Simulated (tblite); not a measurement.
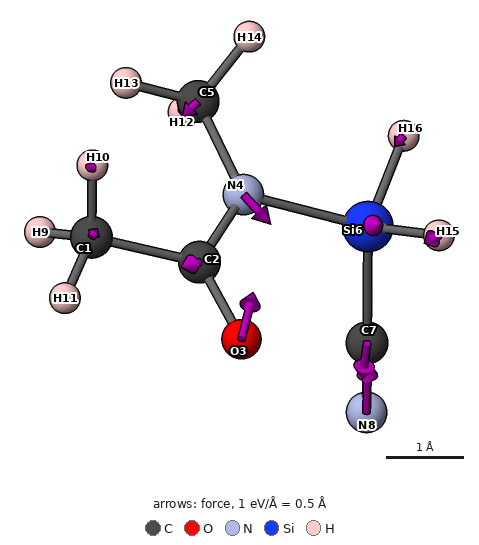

Starting geometry of C4H8N2OSi with the computed forces as purple arrows. A ball-and-stick model, seen from a free direction.

Level of theory: GFN2-xTB geometry optimisation, gas phase in tblite. 

Is this structure relaxed? If not, where do the atoms go?

It isn't relaxed: the largest force vector, on N8, is 1.74 eV/Å. The final displacements have little in common with the starting forces (cosine between the two patterns 0.13). The energy falls by 36.4 kJ/mol in 126 geometry steps. The largest move after the best rigid fit is that of H12, 0.95 Å. Largest moves by element: H 0.95 Å, O 0.44 Å, N 0.30 Å, C 0.25 Å, Si 0.19 Å. Some distances before and after: O3–Si6 2.929 → 2.400 Å, Si6–H15 1.492 → 1.451 Å, C2–N4 1.375 → 1.337 Å, C1–C2 1.525 → 1.496 Å. Among the angles between lasting bonds that change: C5–N4–Si6 116.4° → 130.0°, C2–N4–Si6 116.5° → 105.3°, O3–C2–N4 124.7° → 115.0°. Groups turn about N4–C5 by about 55°.
